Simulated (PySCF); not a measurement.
**chlorine monofluoride (ClF): electronic excitations at several levels of theory**

How much do the electronic excitations of chlorine monofluoride (ClF) (`FCl`) depend on the level of theory, and what does each level cost?

Computed with PySCF 2.14.0, with density-fitted response routines of our own, on a single molecule in the gas phase. Atoms are numbered from 0 throughout.

## 1. The molecule as given

2 atoms, charge 0, multiplicity 1; geometry from: PBE0-D3(BJ)/def2-SVP.

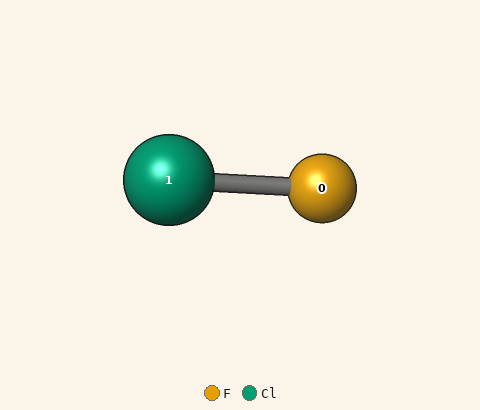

As it starts; fluorine amber, chlorine teal, atoms numbered.

## 2. Excited states and response: CAM-B3LYP/def2-SVPD

Job settings and geometry (Å):

```
{"job": {"kind": "uv", "xc": "CAM-B3LYP", "basis": "def2-SVPD", "ip": true}, "charge": 0, "multiplicity": 1}
F     -0.746622    -0.318726     0.105547
Cl     0.764177     0.289899    -0.117672
```

Level: TDDFT CAM-B3LYP/def2-SVPD, vertical, gas phase, core orbitals frozen in the response.

The run is started by

```sh
OMP_NUM_THREADS=1 python probes_run.py task.json out
```

This one command runs all jobs of the session in turn.

Output:

```text
coarse grid: 2712 points
cycle   1  E = -559.6587577756  dE =  7.903e-02  |g| = 3.065e-01  |ddm| = 1.427e+00
cycle   2  E = -559.6582942764  dE =  4.635e-04  |g| = 3.305e-01  |ddm| = 3.934e-01
cycle   3  E = -559.6758479721  dE = -1.755e-02  |g| = 8.149e-02  |ddm| = 2.273e-01
cycle   4  E = -559.6769561843  dE = -1.108e-03  |g| = 6.469e-03  |ddm| = 4.559e-02
cycle   5  E = -559.6769689367  dE = -1.275e-05  |g| = 1.814e-03  |ddm| = 8.121e-03
cycle   6  E = -559.6769698897  dE = -9.530e-07  |g| = 2.209e-04  |ddm| = 1.872e-03
final grid: 23352 points
cycle   7  E = -559.7337517327  dE = -1.927e-06  |g| = 1.383e-03  |ddm| = 6.485e-03
cycle   8  E = -559.7337516551  dE =  7.762e-08  |g| = 1.593e-03  |ddm| = 1.667e-03
cycle   9  E = -559.7337520519  dE = -3.968e-07  |g| = 2.942e-04  |ddm| = 9.582e-04
cycle  10  E = -559.7337520686  dE = -1.674e-08  |g| = 2.311e-05  |ddm| = 2.453e-04
cycle  11  E = -559.7337520690  dE = -3.705e-10  |g| = 6.562e-06  |ddm| = 4.767e-05
converged SCF energy = -559.7337520690

Static polarisability (au): isotropic 18.057, principal 15.851 15.851 22.469

Singlet excitations
state   eV       nm        f      main configurations
  1   3.9464    314.2   0.00002   H->L 0.87, H-1->L 0.12
  2   3.9464    314.2   0.00002   H-1->L 0.87, H->L 0.12
  3   8.1265    152.6   0.00307   H-2->L 0.96
  4   8.1266    152.6   0.00307   H-3->L 0.96
  5   9.2615    133.9   0.07603   H->L+1 0.72, H-1->L+1 0.26
  6   9.2615    133.9   0.07603   H-1->L+1 0.72, H->L+1 0.26
  7  10.5898    117.1   0.01375   H-1->L+2 0.84, H->L+2 0.13
  8  10.5899    117.1   0.01376   H->L+2 0.84, H-1->L+2 0.13
  9  10.5998    117.0   0.00000   H->L+4 0.49, H-1->L+3 0.49
 10  10.5998    117.0   0.00000   H->L+3 0.49, H-1->L+4 0.49

Triplet excitations (Tamm-Dancoff, eV): 2.8651 2.8651 7.1309 7.1310
Vertical ionisation energy (delta-SCF) = 13.0268 eV
Vertical electron affinity (delta-SCF) = 0.8343 eV
```

It took 2.9 s on 1 thread of Arm Neoverse V1, shared host; peak memory 0.25 GiB.

The orbitals next to the gap, with their largest atomic shares:

```tsv
orbital	eV	atoms
HOMO−3	-15.53	F0 80 %, Cl1 20 %
HOMO−2	-15.53	F0 80 %, Cl1 20 %
HOMO−1	-11.15	Cl1 76 %, F0 24 %
HOMO	-11.15	Cl1 76 %, F0 24 %
LUMO	-2.24	Cl1 68 %, F0 32 %
LUMO+1	1.70	Cl1 90 %, F0 10 %
LUMO+2	2.71	Cl1 86 %, F0 14 %
```

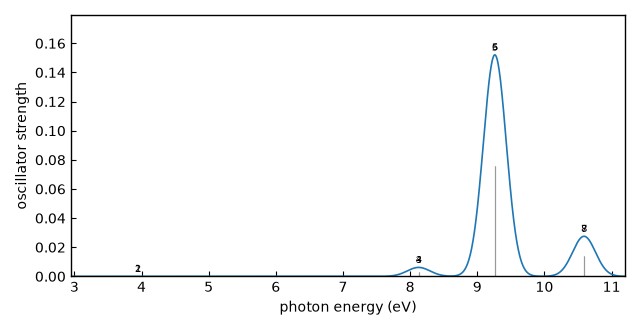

Absorption spectrum from the 10 singlet states computed; above the last one it falls off for lack of states. Lines are broadened to a width of 0.40 eV (Gaussian).

Further results of this job:

```tsv
property	computed
dipole moment (D)	1.03
polarisability (Å³)	2.68
HOMO–LUMO gap (eV)	8.91
−ε(HOMO) (eV)	11.15
```

## 3. Ultraviolet spectrum: wB97X-D/def2-SVPD

Job settings and geometry (Å):

```
{"job": {"kind": "uv", "xc": "wB97X-D", "basis": "def2-SVPD", "ip": true}, "charge": 0, "multiplicity": 1}
F     -0.746622    -0.318726     0.105547
Cl     0.764177     0.289899    -0.117672
```

With the program's defaults for keys left out, this is: TDDFT wB97X-D/def2-SVPD, vertical, gas phase, core orbitals frozen in the response.

Output:

```text
coarse grid: 2712 points
cycle   1  E = -559.6286615868  dE =  6.144e-02  |g| = 3.116e-01  |ddm| = 1.431e+00
cycle   2  E = -559.6347104170  dE = -6.049e-03  |g| = 2.838e-01  |ddm| = 3.727e-01
cycle   3  E = -559.6473720779  dE = -1.266e-02  |g| = 7.767e-02  |ddm| = 2.007e-01
cycle   4  E = -559.6483634168  dE = -9.913e-04  |g| = 6.372e-03  |ddm| = 4.265e-02
cycle   5  E = -559.6483803964  dE = -1.698e-05  |g| = 1.899e-03  |ddm| = 8.661e-03
cycle   6  E = -559.6483816196  dE = -1.223e-06  |g| = 3.063e-04  |ddm| = 1.924e-03
final grid: 23352 points
cycle   7  E = -559.7101561443  dE = -2.417e-05  |g| = 3.038e-03  |ddm| = 2.397e-02
cycle   8  E = -559.7101558711  dE =  2.731e-07  |g| = 3.920e-03  |ddm| = 4.759e-03
cycle   9  E = -559.7101583629  dE = -2.492e-06  |g| = 2.896e-04  |ddm| = 2.108e-03
cycle  10  E = -559.7101583925  dE = -2.955e-08  |g| = 1.582e-04  |ddm| = 4.810e-04
cycle  11  E = -559.7101583982  dE = -5.702e-09  |g| = 9.162e-06  |ddm| = 1.944e-04
cycle  12  E = -559.7101583982  dE = -4.889e-11  |g| = 3.563e-06  |ddm| = 2.143e-05
converged SCF energy = -559.7101583982

Static polarisability (au): isotropic 17.927, principal 15.741 15.742 22.299

Singlet excitations
state   eV       nm        f      main configurations
  1   3.9801    311.5   0.00002   H-1->L 0.74, H->L 0.25
  2   3.9805    311.5   0.00002   H->L 0.74, H-1->L 0.25
  3   8.1002    153.1   0.00292   H-3->L 0.96
  4   8.1005    153.1   0.00292   H-2->L 0.96
  5   9.5727    129.5   0.08738   H->L+1 0.90
  6   9.5729    129.5   0.08737   H-1->L+1 0.90
  7  10.8024    114.8   0.01207   H-1->L+2 0.77, H->L+2 0.19
  8  10.8025    114.8   0.01208   H->L+2 0.77, H-1->L+2 0.19
  9  10.8548    114.2   0.00000   H->L+3 0.35, H-1->L+4 0.35, H-1->L+3 0.15
 10  10.8548    114.2   0.00000   H->L+4 0.35, H-1->L+3 0.35, H->L+3 0.15

Triplet excitations (Tamm-Dancoff, eV): 2.9581 2.9587 7.1431 7.1434
Vertical ionisation energy (delta-SCF) = 13.0479 eV
Vertical electron affinity (delta-SCF) = 0.7074 eV
```

It took 2.6 s on 1 thread of Arm Neoverse V1, shared host; peak memory 0.25 GiB.

In short: HOMO -11.65 eV, LUMO -1.60 eV; lowest singlet 3.98 eV.

## 4. TDDFT and polarisability: LC-wPBE/def2-SVPD

Job settings and geometry (Å):

```
{"job": {"kind": "uv", "xc": "LC-wPBE", "basis": "def2-SVPD", "ip": true}, "charge": 0, "multiplicity": 1}
F     -0.746622    -0.318726     0.105547
Cl     0.764177     0.289899    -0.117672
```

Method: TDDFT LC-wPBE/def2-SVPD, vertical, gas phase, core orbitals frozen in the response.

Output:

```text
coarse grid: 2712 points
cycle   1  E = -559.4569391566  dE =  4.328e-02  |g| = 3.168e-01  |ddm| = 1.442e+00
cycle   2  E = -559.4714893813  dE = -1.455e-02  |g| = 2.012e-01  |ddm| = 3.390e-01
cycle   3  E = -559.4774269955  dE = -5.938e-03  |g| = 7.276e-02  |ddm| = 1.501e-01
cycle   4  E = -559.4782648369  dE = -8.378e-04  |g| = 8.768e-03  |ddm| = 3.895e-02
cycle   5  E = -559.4783038779  dE = -3.904e-05  |g| = 2.145e-03  |ddm| = 1.273e-02
cycle   6  E = -559.4783061030  dE = -2.225e-06  |g| = 5.444e-04  |ddm| = 2.676e-03
final grid: 23352 points
cycle   7  E = -559.5611586326  dE = -6.489e-06  |g| = 6.421e-03  |ddm| = 1.053e-02
cycle   8  E = -559.5611545040  dE =  4.129e-06  |g| = 8.275e-03  |ddm| = 7.380e-03
cycle   9  E = -559.5611654916  dE = -1.099e-05  |g| = 1.516e-04  |ddm| = 4.234e-03
cycle  10  E = -559.5611654973  dE = -5.614e-09  |g| = 5.484e-05  |ddm| = 2.276e-04
cycle  11  E = -559.5611654981  dE = -8.138e-10  |g| = 6.246e-06  |ddm| = 6.332e-05
converged SCF energy = -559.5611654981

Static polarisability (au): isotropic 17.740, principal 15.562 15.562 22.097

Singlet excitations
state   eV       nm        f      main configurations
  1   3.9916    310.6   0.00005   H->L 0.68, H-1->L 0.30
  2   3.9916    310.6   0.00005   H-1->L 0.68, H->L 0.30
  3   8.3059    149.3   0.00340   H-2->L 0.82, H-3->L 0.15
  4   8.3060    149.3   0.00340   H-3->L 0.82, H-2->L 0.15
  5   9.7868    126.7   0.08145   H-1->L+1 0.59, H->L+1 0.34
  6   9.7869    126.7   0.08144   H->L+1 0.59, H-1->L+1 0.34
  7  11.1005    111.7   0.01671   H->L+2 0.91
  8  11.1005    111.7   0.01671   H-1->L+2 0.91
  9  11.1369    111.3   0.00000   H-1->L+3 0.38, H->L+4 0.38, H->L+3 0.11
 10  11.1369    111.3   0.00000   H->L+3 0.38, H-1->L+4 0.38, H-1->L+3 0.11

Triplet excitations (Tamm-Dancoff, eV): 2.8448 2.8448 7.2471 7.2471
Vertical ionisation energy (delta-SCF) = 13.0773 eV
Vertical electron affinity (delta-SCF) = 0.8080 eV
```

Run time: 3.6 s. Hardware: 1 thread of Arm Neoverse V1, shared host; peak memory 0.25 GiB.

In short: HOMO -12.59 eV, LUMO -0.95 eV; lowest singlet 3.99 eV.

## 5. Ultraviolet spectrum: PBE0/6-31G*

Job settings and geometry (Å):

```
{"job": {"kind": "uv", "xc": "PBE0", "basis": "6-31G*"}, "charge": 0, "multiplicity": 1}
F     -0.746622    -0.318726     0.105547
Cl     0.764177     0.289899    -0.117672
```

Level: TDDFT PBE0/6-31G*, vertical, gas phase, core orbitals frozen in the response.

Output:

```text
coarse grid: 2712 points
cycle   1  E = -559.6621272134  dE =  1.311e-01  |g| = 3.502e-01  |ddm| = 1.586e+00
cycle   2  E = -559.6264367261  dE =  3.569e-02  |g| = 5.674e-01  |ddm| = 5.676e-01
cycle   3  E = -559.6839733649  dE = -5.754e-02  |g| = 4.266e-02  |ddm| = 3.863e-01
cycle   4  E = -559.6843481229  dE = -3.748e-04  |g| = 8.496e-03  |ddm| = 3.708e-02
cycle   5  E = -559.6843648808  dE = -1.676e-05  |g| = 1.180e-03  |ddm| = 7.360e-03
cycle   6  E = -559.6843652557  dE = -3.748e-07  |g| = 1.247e-04  |ddm| = 1.634e-03
final grid: 23352 points
cycle   7  E = -559.6791973326  dE = -2.964e-06  |g| = 2.158e-03  |ddm| = 5.590e-03
cycle   8  E = -559.6791955588  dE =  1.774e-06  |g| = 3.835e-03  |ddm| = 4.565e-03
cycle   9  E = -559.6791983481  dE = -2.789e-06  |g| = 1.573e-04  |ddm| = 2.563e-03
cycle  10  E = -559.6791983548  dE = -6.772e-09  |g| = 2.171e-05  |ddm| = 2.553e-04
cycle  11  E = -559.6791983549  dE = -1.078e-10  |g| = 4.868e-06  |ddm| = 2.714e-05
converged SCF energy = -559.6791983549

Static polarisability (au): isotropic 10.286, principal 7.251 7.251 16.354

Singlet excitations
state   eV       nm        f      main configurations
  1   4.1095    301.7   0.00047   H->L 0.93
  2   4.1095    301.7   0.00047   H-1->L 0.93
  3   7.9233    156.5   0.00568   H-2->L 0.93
  4   7.9234    156.5   0.00568   H-3->L 0.93
  5  12.5171     99.1   0.74005   H-4->L 0.96
  6  16.4074     75.6   0.20545   H->L+1 0.63, H-1->L+1 0.36
  7  16.4074     75.6   0.20545   H-1->L+1 0.63, H->L+1 0.36
  8  17.9800     69.0   0.03180   H->L+2 0.90, H-1->L+2 0.09
  9  17.9800     69.0   0.03181   H-1->L+2 0.90, H->L+2 0.09
 10  18.8538     65.8   0.00000   H->L+4 0.34, H-1->L+3 0.34, H->L+3 0.16

Triplet excitations (Tamm-Dancoff, eV): 2.9453 2.9453 6.8081 6.8081
```

It took 0.65 s on 1 thread of Arm Neoverse V1, shared host; peak memory 0.25 GiB.

Key values: HOMO -9.22 eV, LUMO -2.82 eV; lowest singlet 4.11 eV.

## 6. Ultraviolet spectrum: PBE0/def2-SVP

Job settings and geometry (Å):

```
{"job": {"kind": "uv", "xc": "PBE0", "basis": "def2-SVP"}, "charge": 0, "multiplicity": 1}
F     -0.746622    -0.318726     0.105547
Cl     0.764177     0.289899    -0.117672
```

Method: TDDFT PBE0/def2-SVP, vertical, gas phase, core orbitals frozen in the response.

Output:

```text
coarse grid: 2712 points
cycle   1  E = -559.3967397568  dE =  1.072e-01  |g| = 3.601e-01  |ddm| = 1.555e+00
cycle   2  E = -559.3625507165  dE =  3.419e-02  |g| = 5.639e-01  |ddm| = 5.660e-01
cycle   3  E = -559.4189184353  dE = -5.637e-02  |g| = 5.719e-02  |ddm| = 3.823e-01
cycle   4  E = -559.4195425259  dE = -6.241e-04  |g| = 9.220e-03  |ddm| = 4.338e-02
cycle   5  E = -559.4195618794  dE = -1.935e-05  |g| = 1.279e-03  |ddm| = 8.035e-03
cycle   6  E = -559.4195622823  dE = -4.029e-07  |g| = 9.638e-05  |ddm| = 1.423e-03
final grid: 23352 points
cycle   7  E = -559.4761453186  dE = -2.887e-06  |g| = 2.134e-03  |ddm| = 5.189e-03
cycle   8  E = -559.4761438159  dE =  1.503e-06  |g| = 3.611e-03  |ddm| = 4.339e-03
cycle   9  E = -559.4761462889  dE = -2.473e-06  |g| = 2.402e-04  |ddm| = 2.419e-03
cycle  10  E = -559.4761462995  dE = -1.057e-08  |g| = 1.656e-05  |ddm| = 2.720e-04
cycle  11  E = -559.4761462995  dE = -4.570e-11  |g| = 3.501e-06  |ddm| = 1.595e-05
converged SCF energy = -559.4761462995

Static polarisability (au): isotropic 9.862, principal 6.726 6.726 16.134

Singlet excitations
state   eV       nm        f      main configurations
  1   4.1660    297.6   0.00065   H->L 0.87, H-1->L 0.12
  2   4.1660    297.6   0.00065   H-1->L 0.87, H->L 0.12
  3   8.0279    154.4   0.00435   H-2->L 0.90, H-3->L 0.10
  4   8.0279    154.4   0.00435   H-3->L 0.90, H-2->L 0.10
  5  12.7313     97.4   0.74438   H-4->L 0.97
  6  18.7337     66.2   0.26462   H->L+1 0.91, H-1->L+1 0.09
  7  18.7337     66.2   0.26462   H-1->L+1 0.91, H->L+1 0.09
  8  19.0367     65.1   0.00001   H-5->L 0.95
  9  23.0861     53.7   0.16200   H-2->L+1 0.99
 10  23.0863     53.7   0.16199   H-3->L+1 0.99

Triplet excitations (Tamm-Dancoff, eV): 2.9635 2.9635 6.9053 6.9054
```

It took 0.61 s on 1 thread of Arm Neoverse V1, shared host; peak memory 0.25 GiB.

In short: HOMO -9.25 eV, LUMO -2.79 eV; lowest singlet 4.17 eV.

## 7. Excited states and response: PBE0/def2-TZVP

Job settings and geometry (Å):

```
{"job": {"kind": "uv", "xc": "PBE0", "basis": "def2-TZVP"}, "charge": 0, "multiplicity": 1}
F     -0.746622    -0.318726     0.105547
Cl     0.764177     0.289899    -0.117672
```

With the program's defaults for keys left out, this is: TDDFT PBE0/def2-TZVP, vertical, gas phase, core orbitals frozen in the response.

Output:

```text
coarse grid: 2712 points
cycle   1  E = -559.7476182767  dE =  1.220e-01  |g| = 3.420e-01  |ddm| = 1.232e+00
cycle   2  E = -559.7175049478  dE =  3.011e-02  |g| = 5.442e-01  |ddm| = 4.036e-01
cycle   3  E = -559.7645488210  dE = -4.704e-02  |g| = 7.865e-02  |ddm| = 2.765e-01
cycle   4  E = -559.7655526486  dE = -1.004e-03  |g| = 1.473e-02  |ddm| = 4.235e-02
cycle   5  E = -559.7655959917  dE = -4.334e-05  |g| = 2.102e-03  |ddm| = 1.019e-02
cycle   6  E = -559.7655968639  dE = -8.722e-07  |g| = 2.285e-04  |ddm| = 1.520e-03
final grid: 23352 points
cycle   7  E = -559.7694725175  dE = -1.181e-05  |g| = 2.444e-03  |ddm| = 5.946e-03
cycle   8  E = -559.7694725124  dE =  5.155e-09  |g| = 2.111e-03  |ddm| = 3.206e-03
cycle   9  E = -559.7694730764  dE = -5.640e-07  |g| = 1.048e-03  |ddm| = 1.724e-03
cycle  10  E = -559.7694732476  dE = -1.712e-07  |g| = 4.881e-05  |ddm| = 4.486e-04
cycle  11  E = -559.7694732479  dE = -3.309e-10  |g| = 1.312e-05  |ddm| = 3.844e-05
converged SCF energy = -559.7694732479

Static polarisability (au): isotropic 12.978, principal 9.797 9.797 19.341

Singlet excitations
state   eV       nm        f      main configurations
  1   3.9921    310.6   0.00005   H->L 0.63, H-1->L 0.36
  2   3.9921    310.6   0.00005   H-1->L 0.63, H->L 0.36
  3   8.0518    154.0   0.00422   H-2->L 0.76, H-3->L 0.23
  4   8.0519    154.0   0.00422   H-3->L 0.76, H-2->L 0.23
  5  11.8111    105.0   0.49297   H-4->L 0.91
  6  15.8051     78.4   0.01246   H->L+1 0.80, H-1->L+1 0.20
  7  15.8051     78.4   0.01246   H-1->L+1 0.80, H->L+1 0.20
  8  16.3458     75.9   0.00000   H-1->L+2 0.35, H->L+3 0.35, H->L+2 0.14
  9  16.3458     75.9   0.00000   H->L+2 0.35, H-1->L+3 0.35, H->L+3 0.14
 10  16.3623     75.8   0.00000   H->L+3 0.27, H-1->L+2 0.27, H-1->L+3 0.21

Triplet excitations (Tamm-Dancoff, eV): 2.8446 2.8446 6.9882 6.9883
```

It took 1.3 s on 1 thread of Arm Neoverse V1, shared host; peak memory 0.26 GiB.

In short: HOMO -9.47 eV, LUMO -3.20 eV; lowest singlet 3.99 eV.

## 8. Excited states and response: PBE0/aug-cc-pVDZ

Job settings and geometry (Å):

```
{"job": {"kind": "uv", "xc": "PBE0", "basis": "aug-cc-pVDZ"}, "charge": 0, "multiplicity": 1}
F     -0.746622    -0.318726     0.105547
Cl     0.764177     0.289899    -0.117672
```

Level: TDDFT PBE0/aug-cc-pVDZ, vertical, gas phase, core orbitals frozen in the response.

Output:

```text
coarse grid: 2712 points
cycle   1  E = -559.7081817029  dE =  1.337e-01  |g| = 2.786e-01  |ddm| = 2.032e+00
cycle   2  E = -559.6868923760  dE =  2.129e-02  |g| = 4.420e-01  |ddm| = 7.588e-01
cycle   3  E = -559.7216188920  dE = -3.473e-02  |g| = 6.743e-02  |ddm| = 5.047e-01
cycle   4  E = -559.7224395632  dE = -8.207e-04  |g| = 9.121e-03  |ddm| = 6.763e-02
cycle   5  E = -559.7224598937  dE = -2.033e-05  |g| = 1.622e-03  |ddm| = 1.549e-02
cycle   6  E = -559.7224606407  dE = -7.470e-07  |g| = 9.081e-05  |ddm| = 2.726e-03
final grid: 23352 points
cycle   7  E = -559.7296694938  dE = -3.522e-06  |g| = 1.647e-03  |ddm| = 1.321e-02
cycle   8  E = -559.7296684665  dE =  1.027e-06  |g| = 2.908e-03  |ddm| = 6.339e-03
cycle   9  E = -559.7296701211  dE = -1.655e-06  |g| = 2.754e-04  |ddm| = 3.297e-03
cycle  10  E = -559.7296701355  dE = -1.441e-08  |g| = 2.712e-05  |ddm| = 6.197e-04
cycle  11  E = -559.7296701356  dE = -1.421e-10  |g| = 6.911e-06  |ddm| = 5.409e-05
converged SCF energy = -559.7296701356

Static polarisability (au): isotropic 17.070, principal 14.659 14.659 21.892

Singlet excitations
state   eV       nm        f      main configurations
  1   3.9870    311.0   0.00000   H->L 0.92
  2   3.9870    311.0   0.00000   H-1->L 0.92
  3   8.0195    154.6   0.00404   H-2->L 0.93
  4   8.0196    154.6   0.00404   H-3->L 0.93
  5   9.4252    131.5   0.08360   H-1->L+1 0.70, H->L+1 0.29
  6   9.4252    131.5   0.08360   H->L+1 0.70, H-1->L+1 0.29
  7  10.3309    120.0   0.00000   H->L+3 0.42, H-1->L+2 0.42
  8  10.3309    120.0   0.00000   H-1->L+3 0.42, H->L+2 0.42
  9  10.3947    119.3   0.00000   H-1->L+2 0.47, H->L+3 0.47
 10  10.4410    118.7   0.00769   H->L+4 0.91, H-1->L+4 0.08

Triplet excitations (Tamm-Dancoff, eV): 2.8665 2.8665 6.9747 6.9748
```

It took 0.95 s on 1 thread of Arm Neoverse V1, shared host; peak memory 0.26 GiB.

Key values: HOMO -9.56 eV, LUMO -3.34 eV; lowest singlet 3.99 eV.

## 9. Ultraviolet spectrum: PBE0/aug-cc-pVTZ

Job settings and geometry (Å):

```
{"job": {"kind": "uv", "xc": "PBE0", "basis": "aug-cc-pVTZ"}, "charge": 0, "multiplicity": 1}
F     -0.746622    -0.318726     0.105547
Cl     0.764177     0.289899    -0.117672
```

Method: TDDFT PBE0/aug-cc-pVTZ, vertical, gas phase, core orbitals frozen in the response.

Output:

```text
coarse grid: 2712 points
cycle   1  E = -559.7464651697  dE =  1.283e-01  |g| = 3.340e-01  |ddm| = 1.945e+00
cycle   2  E = -559.7156436247  dE =  3.082e-02  |g| = 5.464e-01  |ddm| = 7.295e-01
cycle   3  E = -559.7632263550  dE = -4.758e-02  |g| = 7.585e-02  |ddm| = 5.134e-01
cycle   4  E = -559.7641601726  dE = -9.338e-04  |g| = 1.390e-02  |ddm| = 7.104e-02
cycle   5  E = -559.7642010415  dE = -4.087e-05  |g| = 2.049e-03  |ddm| = 1.459e-02
cycle   6  E = -559.7642019933  dE = -9.517e-07  |g| = 2.181e-04  |ddm| = 2.140e-03
final grid: 23352 points
cycle   7  E = -559.7726305284  dE = -1.100e-05  |g| = 2.083e-03  |ddm| = 1.830e-02
cycle   8  E = -559.7726293116  dE =  1.217e-06  |g| = 3.452e-03  |ddm| = 5.751e-03
cycle   9  E = -559.7726314233  dE = -2.112e-06  |g| = 5.242e-04  |ddm| = 3.308e-03
cycle  10  E = -559.7726314609  dE = -3.758e-08  |g| = 4.461e-05  |ddm| = 5.711e-04
cycle  11  E = -559.7726314611  dE = -2.649e-10  |g| = 1.167e-05  |ddm| = 4.475e-05
converged SCF energy = -559.7726314611

Static polarisability (au): isotropic 18.094, principal 15.842 15.842 22.597

Singlet excitations
state   eV       nm        f      main configurations
  1   3.9885    310.9   0.00001   H->L 0.75, H-1->L 0.24
  2   3.9885    310.9   0.00001   H-1->L 0.75, H->L 0.24
  3   8.0638    153.8   0.00370   H-2->L 0.87, H-3->L 0.11
  4   8.0638    153.8   0.00370   H-3->L 0.87, H-2->L 0.11
  5   9.1928    134.9   0.07420   H-1->L+1 0.55, H->L+1 0.44
  6   9.1928    134.9   0.07420   H->L+1 0.55, H-1->L+1 0.44
  7  10.0823    123.0   0.00000   H->L+3 0.45, H-1->L+2 0.45
  8  10.0824    123.0   0.00000   H->L+2 0.45, H-1->L+3 0.45
  9  10.1451    122.2   0.00000   H-1->L+2 0.35, H->L+3 0.35, H-1->L+3 0.15
 10  10.1853    121.7   0.00870   H->L+4 0.74, H-1->L+4 0.25

Triplet excitations (Tamm-Dancoff, eV): 2.8648 2.8648 7.0171 7.0172
```

Wall time 1.8 s (1 thread of Arm Neoverse V1, shared host); peak memory 0.3 GiB.

In short: HOMO -9.55 eV, LUMO -3.31 eV; lowest singlet 3.99 eV.

[end of part 1 of 2]
